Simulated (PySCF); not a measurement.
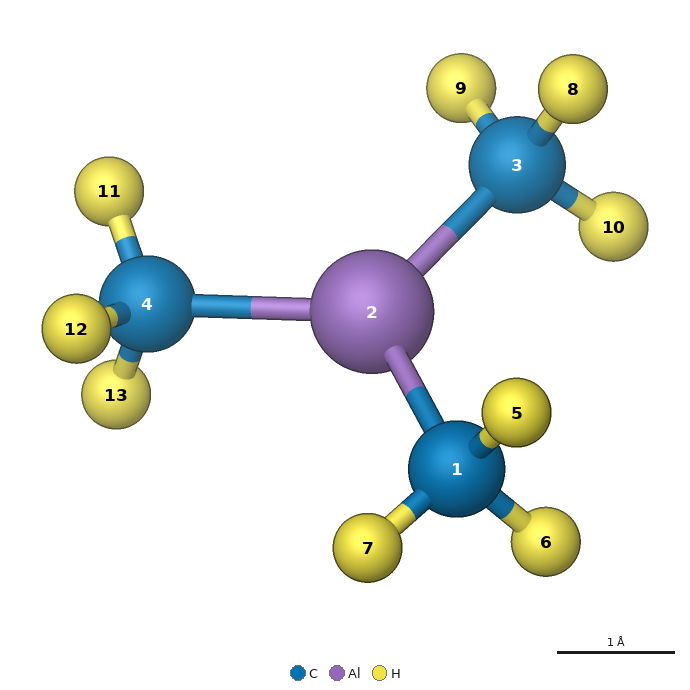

Numbered structure. The computed structure is the end point of a PBE0-D3(BJ)/def2-SVP optimisation. No frequency run is at hand to confirm it as a minimum.

List the bonds and their lengths.

| bond | length (Å) |
| --- | --- |
| C1–Al2 | 1.964 |
| C1–H5 | 1.105 |
| C1–H6 | 1.104 |
| C1–H7 | 1.102 |
| Al2–C3 | 1.964 |
| Al2–C4 | 1.963 |
| C3–H8 | 1.105 |
| C3–H9 | 1.102 |
| C3–H10 | 1.104 |
| C4–H11 | 1.101 |
| C4–H12 | 1.103 |
| C4–H13 | 1.106 |
